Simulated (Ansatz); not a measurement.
Fields on a plane of CdI2 (CdI2 type)

```
CdI2
1.0
    4.24228     0.00000     0.00000
   -2.12114     3.67393     0.00000
    0.00000     0.00000     6.82527
Cd I
1 2
Cartesian
  0.00000   0.00000   0.00000
  0.00000   2.44928   1.73018
  2.12114   1.22464   5.09509
```

The slice is a (1 -1 0 0) plane (indices of the conventional cell) through the point (0.667, 0.333, 0.747) (fractional), spanned by u = [110] and v = [001] in vectors of this cell: u (4.24 Å) and v (6.83 Å, at 90° to u). It covers one period; positions are fractions (u, v).

Atoms on it: I at (0.00, 0.00).

Method: PBE-D3(BJ) (plane waves to 420 eV, PAW, scalar-relativistic; Ansatz, a first-principles code). k mesh 9×9×5. These are valence fields of a PAW run, semicore shells included where kept as valence: close to a nucleus they are smooth pseudo fields. CdI2 was relaxed with its symmetry unable to fall. Spin-orbit coupling is left out, though I is heavy. The PAW data are Ansatz's earlier set.

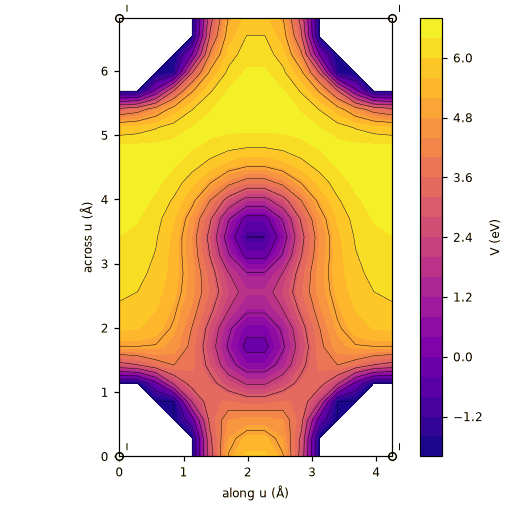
Figure. Electrostatic potential energy of an electron, from the cell's mean, in eV, one period of the plane, atoms marked. Points within 1 Å of a nucleus are left white, as the pseudised field means little there. Values under -2 eV are set to -2. The zero, the cell's mean, hangs on the PAW cores.

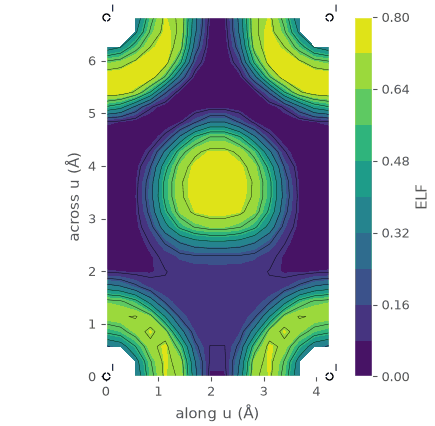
Figure: Electron localisation function (ELF), one period of the plane, atoms marked. Points within 0.5 Å of a nucleus are left white, as the pseudised field means little there.
